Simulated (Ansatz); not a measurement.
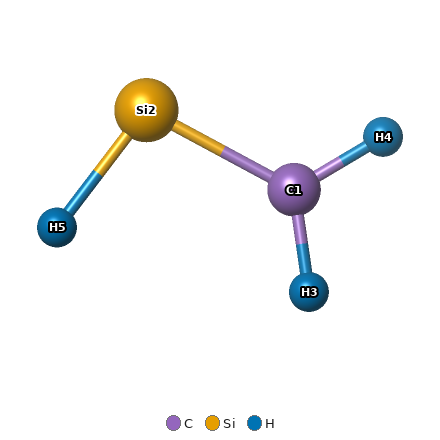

The system is CH₃Si, SMILES C=[SiH-], charge −1; the picture shows the reference structure. Coordinates scanned: (1) umbrella angle at C1 (between each of its bonds and their common axis; 90 is planar); (2) change of the bonds C1–Si2, C1–H3, C1–H4, all alike. Nothing is relaxed (all other coordinates rigid). The grid has 15 × 15 points; 120 points were computed and 105 follow by symmetry. Points are written as (first, second). All energies are given in kJ/mol relative to the lowest grid point. Level of theory: Ansatz 0.2.0, RKS B3LYP-D4/def2-TZVPD.

Its coordinates:

```yaml
atoms:
  - { symbol: C, position_ang: [-0.2655, -0.5284, -0.0270] }
  - { symbol: Si, position_ang: [0.7964, 0.6875, -0.7416] }
  - { symbol: H, position_ang: [-0.7831, -0.4559, 0.9309] }
  - { symbol: H, position_ang: [-0.4665, -1.4694, -0.5432] }
  - { symbol: H, position_ang: [0.7187, 1.7662, 0.3809] }
```

Range: umbrella angle at C1 (between each of its bonds and their common axis; 90 is planar) from 66.0 to 114.0°; change of the bonds C1–Si2, C1–H3, C1–H4, all alike from −0.145 to 0.224 Å.

Question: What landscape does the calculation give?

Answer: The lowest grid point is at (90.0°, 0.013 Å). No other kind of well shows on this grid. The highest grid point, (66.0°, −0.145 Å), lies 215 kJ/mol above the lowest. Round the minimum the two coordinates are nearly uncoupled.

```tsv
second ↓, first →	66.0	69.4	72.9	76.3	79.7	83.1	86.6	90.0	93.4	96.9	100.3	103.7	107.1	110.6	114.0
0.224	181	172	164	159	155	152	151	150	151	152	155	159	164	172	181
0.197	157	146	138	132	127	124	122	122	122	124	127	132	138	146	157
0.171	135	124	114	107	102	98	96	96	96	98	102	107	114	124	135
0.145	115	103	93	85	79	75	73	72	73	75	79	85	93	103	115
0.118	98	84	73	64	58	53	50	50	50	53	58	64	73	84	98
0.092	84	69	57	48	40	35	32	31	32	35	40	48	57	69	84
0.066	74	58	45	34	26	21	18	17	18	21	26	34	45	58	74
0.039	68	51	36	25	16	10	7	6	7	10	16	25	36	51	68
0.013	66	48	33	21	12	5	1	0	1	5	12	21	33	48	66
−0.013	71	52	35	22	13	6	1	0	1	6	13	22	35	52	71
−0.039	82	61	44	30	20	13	8	7	8	13	20	30	44	61	82
−0.066	101	79	61	47	36	28	23	21	23	28	36	47	61	79	101
−0.092	128	106	86	71	59	51	46	44	46	51	59	71	86	106	128
−0.118	165	141	121	105	93	84	79	77	79	84	93	105	121	141	165
−0.145	215	191	169	153	140	130	125	123	125	130	140	153	169	191	215
```

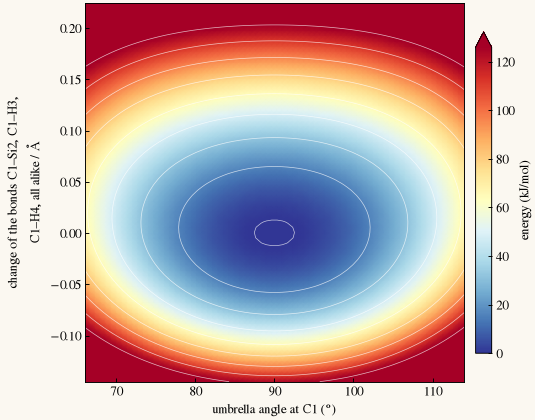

The picture shows a smooth colour map with a few white contour lines, one colour for all values above the top of the scale. Between grid points the surface is interpolated.

Each point was launched as `ansatz run input.yaml --threads 1 --pin off --max-ram 2560MiB --backend cpu --events-out ev --progress --plain --runs-dir out`. Time for the 120 points that were run: 4.7 min on 1 thread of Arm Neoverse V1, on a shared host.
